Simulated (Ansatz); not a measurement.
# CH3Cl2In (SMILES [CH3][In]([Cl])[Cl]): what the fields show

The calculation's input:

```
crystal:
  periodic: [false, false, false]
  atoms:
    - {symbol: C, position_ang: [-0.365925, -0.026822, 0.476845]}
    - {symbol: Cl, position_ang: [-3.272857, 0.894198, 3.060557]}
    - {symbol: Cl, position_ang: [-1.368178, -2.497820, 3.455027]}
    - {symbol: In, position_ang: [-1.578338, -0.508714, 2.194562]}
    - {symbol: H, position_ang: [0.486074, 0.575268, 0.822581]}
    - {symbol: H, position_ang: [-0.970206, 0.552523, -0.233333]}
    - {symbol: H, position_ang: [-0.008193, -0.958257, 0.019463]}
basis:
  gaussian:
    orbitals: def2-TZVPD
hamiltonian:
  xc: {name: PBE0}
output:
  forces: true
  orbitals: {seedname: orbitals}
```

Run with:

```sh
ansatz run input.yaml --threads 1 --pin off --max-ram 2610MiB --events-out events.jsonl --progress --plain --runs-dir runs
```

Geometry: B3LYP-D3(BJ)/def2-SVP; core potentials replace the inner electrons of In.

All numbers below come from isolated molecule in a Gaussian basis; Kohn-Sham density functional theory, functional PBE0 in Ansatz.

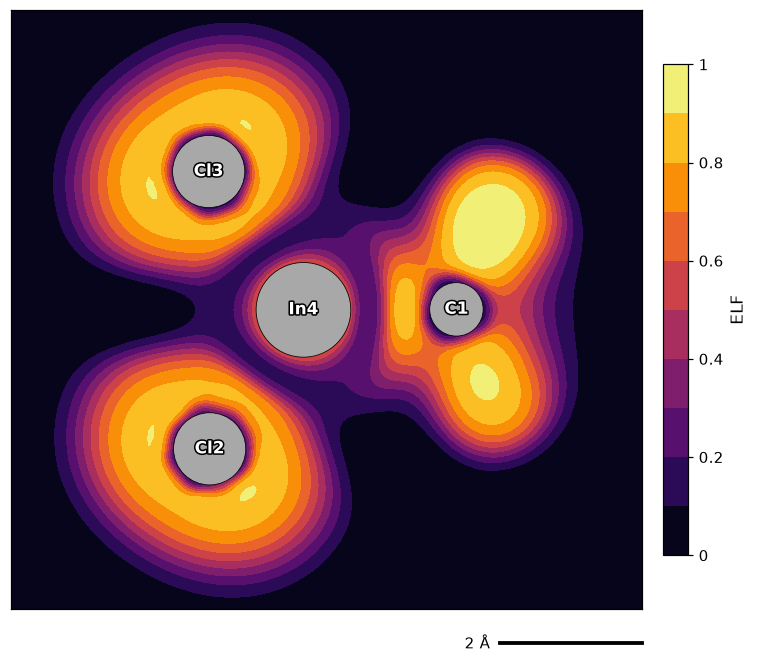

Figure 1. Electron localisation function on the plane of atoms C1, In4 and Cl3. Grey discs cover the atomic cores.

**Describe what can be read from this map.**

- The section cuts through C, Cl and In sites.
- C–In (2.16 Å): the ELF peaks at about 0.85 in the valence shell of C, 0.7 Å from its nucleus, and drops to about 0.20 between the two atoms.
- In–Cl (2.36 Å): the ELF peaks at about 0.80 in the valence shell of Cl, 0.8 Å from its nucleus, and drops to about 0.15 between the two atoms.
- The ELF also peaks beside Cl2 and Cl3, away from the bonds: lone-pair regions.

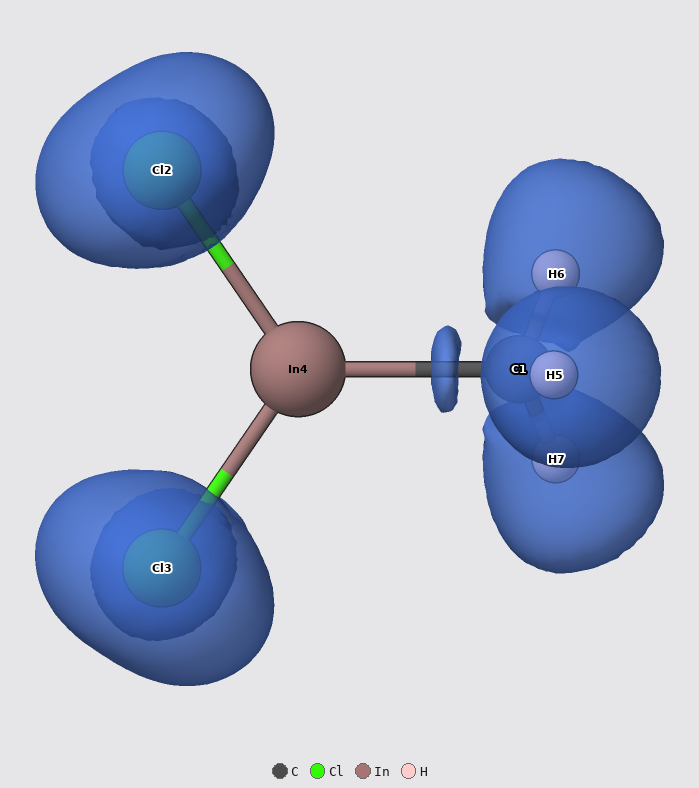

Figure 2. Isosurface of the ELF at 0.8 (blue), seen across its widest extent. Only the valence region is drawn (cores and ρ < 0.01 e/Å³ removed).

**Describe the localisation domains.**

The surface consists of three regions around hydrogen nuclei, one lobe of the valence shell of C pointing towards In (polar bonds) and two regions wrapped around Cl (the valence shell of each).

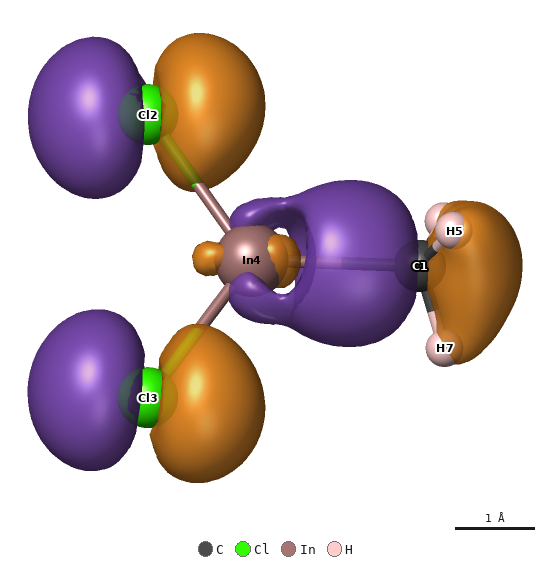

Figure 3. The HOMO at ±0.1 Å⁻³ᐟ² (orange and purple are the two phases), seen at a tilt.

**Describe this orbital and give its energy.**

It lies mainly on Cl2 (about 30 %), Cl3 (about 30 %), C1 (about 20 %) and In4 (about 15 %). Its energy is −8.56 eV.
